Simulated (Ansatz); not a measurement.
# Ta2NF2 monolayer: a soft mode frozen in, part 2 of 3

Wanted: the energy along a soft mode of Ta2NF2 monolayer and the structure at the end.

Ansatz 0.2.0; DFT PBEsol, scalar-relativistic, plane waves, PAW.

So far, highest frequency on the path or at a solved wavevector (cm⁻¹): step 2 (the dispersion) 655. Also lowest frequency on the path (cm⁻¹): step 2 -148.

**4. The mode frozen in, largest atomic shift 0.32 Å**

The atoms are moved along the unstable eigenvector, the largest shift by 0.32 Å, with the cell fixed.

input.yaml

```yaml
crystal:
  lattice:
    - [4.882511132, 2.8189191165, 0.0]
    - [0.0, 5.6378382328, 0.0]
    - [0.0, 0.0, 33.2]
  atoms:
    - { symbol: "N", position: [5.302e-07, -5.302e-07, 0.2915664166] }
    - { symbol: "N", position: [0.3333333333, 0.3333333333, 0.3012046678] }
    - { symbol: "N", position: [0.6666661364, 0.6666671969, 0.3108433735] }
    - { symbol: Ta, position: [1.0084209179, 0.3164900076, 0.3310790138] }
    - { symbol: Ta, position: [0.3164900076, 0.6750881039, 0.3310790071] }
    - { symbol: Ta, position: [0.67508938, 1.0084212775, 0.3310790105] }
    - { symbol: Ta, position: [0.3501766591, 0.9915790821, 0.2713306314] }
    - { symbol: Ta, position: [0.6582452294, 0.3501766591, 0.2713306248] }
    - { symbol: Ta, position: [0.9915787225, 0.6582439533, 0.2713306281] }
    - { symbol: F, position: [0.3534765716, 0.9899284787, 0.3707334297] }
    - { symbol: F, position: [0.6565945242, 0.3534765717, 0.3707337102] }
    - { symbol: F, position: [0.9899296348, 0.6565945843, 0.3707335699] }
    - { symbol: F, position: [1.0100715213, 0.313190095, 0.2316759284] }
    - { symbol: F, position: [0.313190095, 0.6767388091, 0.2316762089] }
    - { symbol: F, position: [0.676738749, 1.0100703652, 0.2316760686] }
  periodic: [true, true, false]
kpoints:
  mp_grid: { grid: [9, 9, 1] }
hamiltonian:
  xc: pbesol
scf:
  occupations: { method: methfessel_paxton, width: 0.15 }
output:
  forces: true
  stress: true
  eigenvalues: true
  write_density: true
  write_potential: true
  elf: true
  volumetric_format: npy
```

The run is started by

```console
ansatz run input.yaml --threads 8 --pin off --max-ram 14336MiB --backend cpu --events-out ev --progress --plain --runs-dir out
```

Numbers of over 12 decimals in the logs are rounded to 6 here.

The log of the run:

```text
[...]
k-point 1: bands = [... 64 lower, -5.5823, -4.9994, -4.8479, -4.5452, -4.0849, -3.5888, -3.2146, -2.2930, ... 11 higher]
  k-point 2: bands = [... 64 lower, -5.6872, -4.5753, -4.3167, -3.9490, -3.7487, -3.2465, -3.0964, -2.6008, ... 11 higher]
  k-point 14: bands = [... 64 lower, -4.5400, -4.5400, -4.0561, -4.0561, -3.7623, -2.5808, -2.5808, -2.5256, ... 11 higher]
  ° read free of the cell's end (the report's vacuum.weakly_bound_levels)
[key lines of the parts left out:]
SCF converged after 8 iterations
Free energy (F): -64784.347963 eV
Fermi energy:    -3.720142 eV
P = ½ c Tr σ = -2.1738 N/m
```

Wall time 13 s (8 threads of Arm Neoverse V2, shared host); peak memory 3.6 GiB; 1.7 min of CPU time.

Numbers from this step:

* energy from the undistorted cell: -8.912 meV/atom

The energy, extrapolated to zero smearing, is -8.91 meV/atom against the undistorted cell.

**5. Energy along the mode, all amplitudes (two of the runs are shown above)**

An imaginary frequency means negative curvature, so the energy should fall and then rise again as anharmonic terms take over.

This step gave:

```
depth at the lowest point sampled  : 8.912 meV/atom
largest atomic shift at that point : 0.32 Å
```

Energy from the parent against largest atomic shift:

```
largest atomic shift (Å)  energy from the parent (meV/atom)
                   0.000                                  0
                   0.040                             -0.329
                   0.080                              -1.29
                   0.140                              -3.69
                   0.220                              -7.41
                   0.320                              -8.91
                   0.450                               2.14
                   0.600                               45.3
```

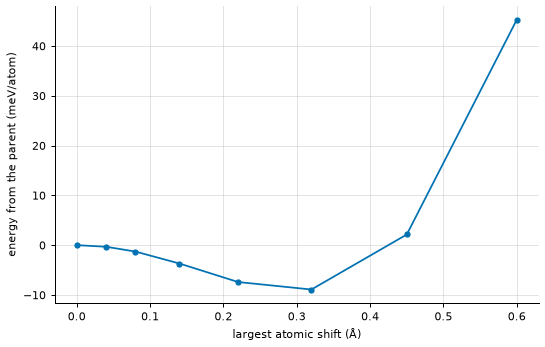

Energy from the parent against largest atomic shift.

Displacement at unit largest shift by atom:

| atom | x (Å) | y (Å) | z (Å) | size |
| --- | --- | --- | --- | --- |
| N1 | 0.00 | 0.00 | -1.00 | 1.00 |
| N2 | 0.00 | 0.00 | 0.00 | 0.00 |
| N3 | 0.00 | 0.00 | 1.00 | 1.00 |
| Ta4 | 0.13 | -0.22 | 0.00 | 0.26 |
| Ta5 | -0.26 | 0.00 | 0.00 | 0.26 |
| Ta6 | 0.13 | 0.22 | 0.00 | 0.26 |
| Ta7 | 0.26 | 0.00 | 0.00 | 0.26 |
| Ta8 | -0.13 | 0.22 | 0.00 | 0.26 |
| Ta9 | -0.13 | -0.22 | 0.00 | 0.26 |
| F10 | 0.31 | 0.00 | 0.00 | 0.31 |
| F11 | -0.15 | 0.27 | 0.00 | 0.31 |
| F12 | -0.15 | -0.27 | 0.00 | 0.31 |
| F13 | 0.15 | -0.27 | 0.00 | 0.31 |
| F14 | -0.31 | 0.00 | 0.00 | 0.31 |
| F15 | 0.15 | 0.27 | 0.00 | 0.31 |

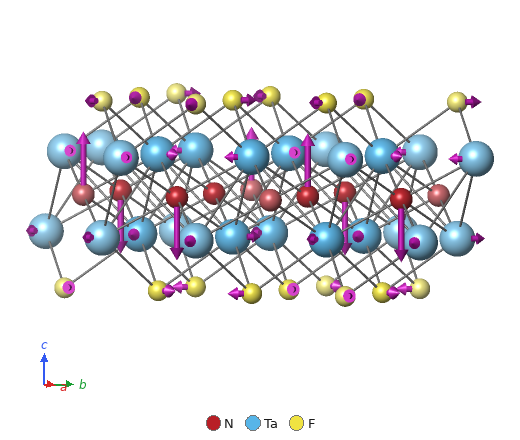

Displacement at unit largest shift as arrows, the longest 1 Å. Some periodic images of atoms are drawn too.

The lowest of the steps tried is at 0.32 Å, 8.91 meV/atom below the parent; the bottom of the well need not coincide with a step.

**6. Relaxing from the distorted cell**

Starting from the lowest point found, all atoms and the cell are let go, so that strain and other modes of the same symmetry can join in.

input.yaml, as its differences from that of step 4:

```diff
@@ -36 +36,6 @@
   volumetric_format: npy
+relax:
+  adjacent_minimum: "off"
+  f_tol: 0.002
+  max_steps: 120
+  cell: { stress_2d_tol: 0.005 }
```

The log of the run:

```text
[...]
Crystal: 15 atoms, lattice volume = 913.890 Å³
Basis set: ecut = 420 eV, 17871 PW (Γ), exchange–correlation on 80×80×450 points (8 copies of the dense FFT grid, shifted against one another)
Bands: 83, of which v1, the nominal top of the filled ones, is band 68 counted from 1 (67 counted from 0)
Symmetry: 6 space group operations
[...]
k-points: 15 of 81
[...]
SCF iter   1: F=—  HF=-64784.477960 eV  |F-HF|=—  |Δ(HF+E_count)|=         —  Δρ=8.05e-3  dr2=6.16e-1  ethr=1.77e-3  ⟨swp⟩=11.9  Hψ=8595  notcnv=0
[...]
SCF iter   8: F=-64784.347963 eV  HF=-64784.347963 eV  |F-HF|=4.35e-8  |Δ(HF+E_count)|=   5.27e-7  S|Δr|=    0.00e0  Δρ=1.22e-6  dr2=1.38e-8  ethr=7.41e-11  ⟨swp⟩=35.1  Hψ=16670  notcnv=0
SCF 1 converged in 8 iterations: F = -64784.347963 eV  dr2 = 1.38e-8
[...]
relax step   1: F+E_penalty+E_count = -64784.34796340 eV  Δ(F+E_penalty+E_count) = +0.000e0 eV  max|allowed force component| = 8.775e-1 eV/Å  Δτ_max = 0.0000 Å  P = -2.174 N/m  Ω = 913.890 Å³  fix = [c, alpha, beta]  reactions: c -0.000 N/m  (8 SCF iters, dr2 threshold 1.00e-7 eV, accepted)
Crystal: 15 atoms, lattice volume = 865.149 Å³
Basis set: ecut = 420 eV, 16857 PW (Γ), exchange–correlation on 80×80×450 points (8 copies of the dense FFT grid, shifted against one another)
[...]
iter 1 solved again at ethr=6.47e-4 eV; its pass at ethr=3.10e-3 eV (dr2=8.74e-1 eV) is discarded
[...]
SCF iter   8: F=-64784.742439 eV  HF=-64784.742439 eV  |F-HF|=1.74e-7  |Δ(HF+E_count)|=   5.88e-7  S|Δr|=    0.00e0  Δρ=1.54e-6  dr2=2.28e-8  ethr=2.16e-10  ⟨swp⟩=16.9  Hψ=14525  notcnv=0
SCF 2 converged in 8 iterations: F = -64784.742439 eV  dr2 = 2.28e-8
[...]
relax step   2: F+E_penalty+E_count = -64784.74243887 eV  Δ(F+E_penalty+E_count) = -3.945e-1 eV  max|allowed force component| = 9.715e-1 eV/Å  Δτ_max = 0.1374 Å  P = -0.058 N/m  Ω = 865.149 Å³  energy of the carried Pulay correction = +3.873e-2 eV  fix = [c, alpha, beta]  reactions: c -0.000 N/m  (8 SCF iters, dr2 threshold 1.50e-6 eV, accepted)
Crystal: 15 atoms, lattice volume = 869.971 Å³
Basis set: ecut = 420 eV, 16989 PW (Γ), exchange–correlation on 80×80×450 points (8 copies of the dense FFT grid, shifted against one another)
[...]
SCF iter   8: F=-64784.914187 eV  HF=-64784.914187 eV  |F-HF|=2.19e-8  |Δ(HF+E_count)|=   1.64e-7  S|Δr|=    0.00e0  Δρ=4.82e-7  dr2=3.43e-9  ethr=2.76e-11  ⟨swp⟩=14.9  Hψ=13280  notcnv=0
SCF 3 converged in 8 iterations: F = -64784.914187 eV  dr2 = 3.43e-9
relax step   3: F+E_penalty+E_count = -64784.91418730 eV  Δ(F+E_penalty+E_count) = -1.717e-1 eV  max|allowed force component| = 6.966e-1 eV/Å  Δτ_max = 0.0573 Å  P = +0.397 N/m  Ω = 869.971 Å³  energy of the carried Pulay correction = +3.480e-2 eV  fix = [c, alpha, beta]  reactions: c +0.000 N/m  (8 SCF iters, dr2 threshold 1.50e-6 eV, accepted)
[... from here on, the SCF cycles and remarks between the steps are left out ...]
relax step   4: F+E_penalty+E_count = -64785.02593427 eV  Δ(F+E_penalty+E_count) = -1.117e-1 eV  max|allowed force component| = 3.758e-1 eV/Å  Δτ_max = 0.0888 Å  P = +0.682 N/m  Ω = 873.484 Å³  energy of the carried Pulay correction = +3.195e-2 eV  fix = [c, alpha, beta]  reactions: c +0.000 N/m  (6 SCF iters, dr2 threshold 1.50e-6 eV, accepted)
relax step   5: F+E_penalty+E_count = -64785.06225059 eV  Δ(F+E_penalty+E_count) = -3.632e-2 eV  max|allowed force component| = 2.917e-1 eV/Å  Δτ_max = 0.0559 Å  P = +0.001 N/m  Ω = 872.230 Å³  energy of the carried Pulay correction = +3.297e-2 eV  fix = [c, alpha, beta]  reactions: c +0.000 N/m  (6 SCF iters, dr2 threshold 1.50e-6 eV, accepted)
relax step   6: F+E_penalty+E_count = -64785.06445497 eV  Δ(F+E_penalty+E_count) = -2.204e-3 eV  max|allowed force component| = 2.846e-1 eV/Å  Δτ_max = 0.0235 Å  P = +0.180 N/m  Ω = 871.447 Å³  energy of the carried Pulay correction = +3.360e-2 eV  fix = [c, alpha, beta]  reactions: c +0.000 N/m  (5 SCF iters, dr2 threshold 1.50e-6 eV, accepted)
relax step   7: F+E_penalty+E_count = -64785.07729526 eV  Δ(F+E_penalty+E_count) = -1.284e-2 eV  max|allowed force component| = 1.020e-1 eV/Å  Δτ_max = 0.0209 Å  P = +0.383 N/m  Ω = 869.703 Å³  energy of the carried Pulay correction = +3.502e-2 eV  fix = [c, alpha, beta]  reactions: c +0.000 N/m  (5 SCF iters, dr2 threshold 1.50e-6 eV, accepted)
relax step   8: F+E_penalty+E_count = -64785.07223225 eV  Δ(F+E_penalty+E_count) = +5.063e-3 eV  max|allowed force component| = 1.157e-1 eV/Å  Δτ_max = 0.0143 Å  P = -0.622 N/m  Ω = 873.013 Å³  energy of the carried Pulay correction = +3.234e-2 eV  fix = [c, alpha, beta]  (5 SCF iters, dr2 threshold 6.50e-7 eV, rejected (line search))
relax step   9: F+E_penalty+E_count = -64785.07857945 eV  Δ(F+E_penalty+E_count) = -1.284e-3 eV  max|allowed force component| = 1.460e-2 eV/Å  Δτ_max = 0.0069 Å  P = +0.051 N/m  Ω = 870.947 Å³  energy of the carried Pulay correction = +3.401e-2 eV  fix = [c, alpha, beta]  reactions: c +0.000 N/m  (10 SCF iters, accepted)
relax step  10: F+E_penalty+E_count = -64785.07838393 eV  Δ(F+E_penalty+E_count) = +1.955e-4 eV  max|allowed force component| = 1.928e-3 eV/Å  Δτ_max = 0.0012 Å  P = -0.000 N/m  Ω = 871.241 Å³  energy of the carried Pulay correction = +3.377e-2 eV  fix = [c, alpha, beta]  reactions: c -0.000 N/m  (5 SCF iters, dr2 threshold 1.33e-8 eV, accepted)
relax step  11: F+E_penalty+E_count = -64785.05437263 eV  Δ(F+E_penalty+E_count) = +2.401e-2 eV  max|allowed force component| = 1.725e-3 eV/Å  Δτ_max = 0.0000 Å  P = -0.225 N/m  Ω = 871.241 Å³  fix = [c, alpha, beta]  reactions: c -0.000 N/m  stress off target by 2.25e-1 N/m on what of the cell is left free  SCF on the basis re-selected at this cell (its energy is not comparable with the rows above)  (9 SCF iters)
relax step  12: F+E_penalty+E_count = -64785.05567661 eV  Δ(F+E_penalty+E_count) = -1.304e-3 eV  max|allowed force component| = 4.556e-3 eV/Å  Δτ_max = 0.0018 Å  P = -0.011 N/m  Ω = 869.963 Å³  energy of the carried Pulay correction = +1.026e-3 eV  fix = [c, alpha, beta]  reactions: c -0.000 N/m  (5 SCF iters, dr2 threshold 5.91e-8 eV, accepted)
relax step  13: F+E_penalty+E_count = -64785.05574640 eV  Δ(F+E_penalty+E_count) = -6.980e-5 eV  max|allowed force component| = 1.418e-3 eV/Å  Δτ_max = 0.0006 Å  P = +0.001 N/m  Ω = 869.882 Å³  energy of the carried Pulay correction = +1.091e-3 eV  fix = [c, alpha, beta]  reactions: c +0.000 N/m  (5 SCF iters, dr2 threshold 1.30e-9 eV, accepted)
[...]
SCF iter   1: F=—  HF=-64785.054619 eV  |F-HF|=—  |Δ(HF+E_count)|=         —  Δρ=7.47e-6  dr2=9.50e-8  ethr=1.52e-7  ⟨swp⟩=8.4  Hψ=14988  notcnv=0
eigensolver tolerance schedule: the retry pair's looser diagonalisation over-reported the residual by 2161.90 of it (diagonalisation noise at 0.12 of the residual, at the tolerance the schedule requests for it); recorded, not acted on — ethr = c·dr2/N_el stays at c = 1.0e-1
SCF iter   2: F=—  HF=-64785.054763 eV  |F-HF|=—  |Δ(HF+E_count)|=   1.43e-4  S|Δr|=    0.00e0  Δρ=6.31e-6  dr2=1.84e-7  ethr=7.03e-11  ⟨swp⟩=6.3  Hψ=5114  notcnv=0
[...]
SCF iter   7: F=-64785.054763 eV  HF=-64785.054763 eV  |F-HF|=1.02e-10  |Δ(HF+E_count)|=  6.55e-11  S|Δr|=    0.00e0  Δρ=3.86e-9  dr2=1.36e-13  ethr=1.00e-12  ⟨swp⟩=17.5  Hψ=8944  notcnv=0
SCF 14 converged in 7 iterations: F = -64785.054763 eV  dr2 = 1.36e-13
relax step  14: F+E_penalty+E_count = -64785.05476257 eV  Δ(F+E_penalty+E_count) = +9.838e-4 eV  max|allowed force component| = 1.424e-3 eV/Å  Δτ_max = 0.0000 Å  P = -0.005 N/m  Ω = 869.882 Å³  fix = [c, alpha, beta]  reactions: c -0.000 N/m  stress off target by 4.77e-3 N/m on what of the cell is left free  SCF on the basis re-selected at this cell (its energy is not comparable with the rows above)  (7 SCF iters)
[...]
SCF converged after 7 iterations
[...]
Free energy (F): -64785.054763 eV
[...]
Internal energy: -64785.047270 eV  (E = F + TS)
E sigma→0 (E₀):  -64785.052889 eV
Entropy (-TS):   -0.007493 eV (-0.500 meV/atom)
Fermi energy:    -3.766343 eV
[...]
--- Forces (eV/Å), atoms counted from 1 ---
  atom   1  N      0.00000000    -0.00000000     0.00038329
  atom   2  N     -0.00000000    -0.00000000     0.00000000
  atom   3  N      0.00000000     0.00000000    -0.00038329
  atom   4  Ta    -0.00019663     0.00142389    -0.00009977
  atom   5  Ta     0.00133144    -0.00054166    -0.00009977
  atom   6  Ta    -0.00113481    -0.00088223    -0.00009977
  atom   7  Ta    -0.00133144     0.00054166     0.00009977
  atom   8  Ta     0.00019663    -0.00142389     0.00009977
  atom   9  Ta     0.00113481     0.00088223     0.00009977
  atom  10  F     -0.00043410     0.00003000     0.00047855
  atom  11  F      0.00019107    -0.00039094     0.00047855
  atom  12  F      0.00024303     0.00036094     0.00047855
  atom  13  F     -0.00019107     0.00039094    -0.00047855
  atom  14  F      0.00043410    -0.00003000    -0.00047855
  atom  15  F     -0.00024303    -0.00036094    -0.00047855
  max |Σ_I F_I| component: 9.92e-18 eV/Å
--- 2D stress c σ (N/m, compression-positive) ---
       -0.004770       0.000000      -0.000000
       -0.000000      -0.004770      -0.000000
       -0.000000       0.000000      -0.000000
  P = ½ c Tr σ = -0.0048 N/m
--- Band table (eV; the first three rows and the last of 15) ---
  k-point 0: bands = [... 64 lower, -5.5129, -5.3460, -5.0632, -5.0632, -4.5955, -3.9919, -3.5081, -2.3044, ... 11 higher]
  k-point 1: bands = [... 64 lower, -5.5490, -5.1146, -4.8049, -4.6936, -4.4319, -3.7098, -3.3712, -2.5153, ... 11 higher]
  k-point 2: bands = [... 64 lower, -5.4690, -4.8592, -4.4370, -4.3277, -3.7410, -3.1419, -3.0452, -2.8514, ... 11 higher]
  k-point 14: bands = [... 64 lower, -5.0555, -4.5164, -3.7777, -3.7777, -3.4613, -2.8838, -2.8838, -2.3254, ... 11 higher]
  ° read free of the cell's end (the report's vacuum.weakly_bound_levels)
--- Relaxed structure (12 steps of the walk, 11 accepted, 2 SCFs on fresh bases) ---
  F+E_penalty+E_count = -64785.05476257 eV   max|allowed force component| = 1.424e-3 eV/Å   (the final SCF, on the basis selected at the relaxed cell)
  cell:  # Å, volume = 869.8820 Å³
    - [4.763503, 2.750210, 0]
    - [-5.6327771671147576e-11, 5.500420, 0]
    - [0, 0, 33.2]
  atoms:
    - { symbol: N, position: [6.20665534464023e-17, 2.567411990582977e-17, 0.287405] }
    - { symbol: N, position: [0.333333, 0.333333, 0.301205] }
    - { symbol: N, position: [0.666667, 0.666667, 0.315005] }
    - { symbol: Ta, position: [1.016832, 0.296472, 0.333301] }
    - { symbol: Ta, position: [0.296472, 0.686696, 0.333301] }
    - { symbol: Ta, position: [0.686696, 1.016832, 0.333301] }
    - { symbol: Ta, position: [0.370195, 0.979971, 0.269109] }
    - { symbol: Ta, position: [0.649835, 0.370195, 0.269109] }
    - { symbol: Ta, position: [0.979971, 0.649835, 0.269109] }
    - { symbol: F, position: [0.366170, 1.021423, 0.373352] }
    - { symbol: F, position: [0.612407, 0.366170, 0.373352] }
    - { symbol: F, position: [1.021423, 0.612407, 0.373352] }
    - { symbol: F, position: [1.054260, 0.300497, 0.229057] }
    - { symbol: F, position: [0.300497, 0.645244, 0.229057] }
    - { symbol: F, position: [0.645244, 1.054260, 0.229057] }
```

Elapsed: 2.7 min, on 8 threads; peak memory 3.5 GiB.

[end of part 2 of 3]

[Logs are printed without paths, hosts, clocks, repeated set-up lines and the standing remarks that a program may print on its own settings, such as how far it seeks lower states.]

[Hosts, paths, dates, database ids (printed as entryN), source tags and the programs' standing remarks are cut or masked in the printed files.]
